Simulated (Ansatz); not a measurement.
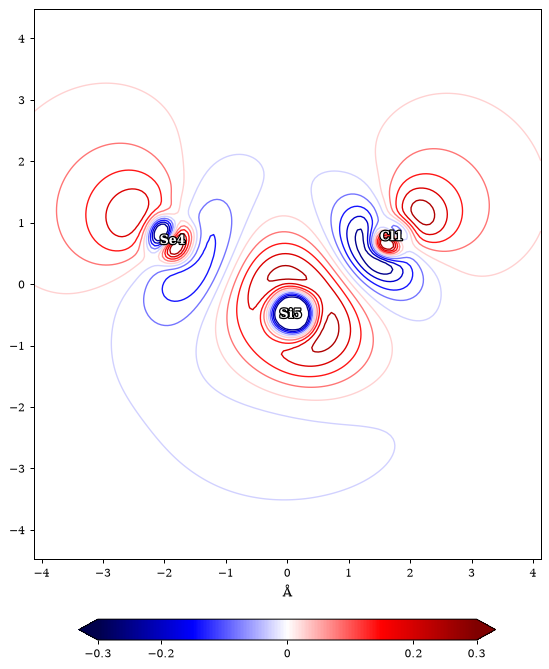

The picture shows: ClH3Se3Si (SMILES Cl[Si]([SeH])([SeH])[SeH]). The LUMO on the plane of atoms Cl1, Si5 and Se4 (values in Å⁻³ᐟ²; the overall sign is arbitrary).

Geometry: PBE0-D4/def2-SVP.

Computed with isolated molecule in a Gaussian basis; Kohn-Sham density functional theory, functional PBE0 (Ansatz).

The calculation's input:

```
crystal:
  periodic: [false, false, false]
  atoms:
    - symbol: Cl
      position_ang: [-1.600674, 0.726500, 1.095200]
    - symbol: Se
      position_ang: [1.760752, -0.441616, 1.360669]
    - symbol: Se
      position_ang: [0.660203, 1.511992, -1.553856]
    - symbol: Se
      position_ang: [-0.571575, -1.918190, -1.068422]
    - symbol: Si
      position_ang: [0.001267, -0.002109, -0.000109]
    - symbol: H
      position_ang: [1.685356, 0.879590, 2.009664]
    - symbol: H
      position_ang: [-0.712426, 1.709171, -2.053182]
    - symbol: H
      position_ang: [-1.130704, -2.522338, 0.154136]
basis:
  gaussian:
    orbitals: def2-SVPD
output: {forces: true, orbitals: {seedname: orbitals}}
hamiltonian:
  xc: {name: PBE0}
```

Run with:

```sh
ansatz run input.yaml --threads 2 --pin off --max-ram 6090MiB --events-out events.jsonl --progress --plain --runs-dir runs
```

### Where does this orbital lie, and at what energy?

Its weight (Hirshfeld) is mainly on Si5 (about 25 %), Se2 (about 20 %), Se3 (about 20 %), Se4 (about 20 %) and Cl1 (about 15 %). Its energy is −1.24 eV.
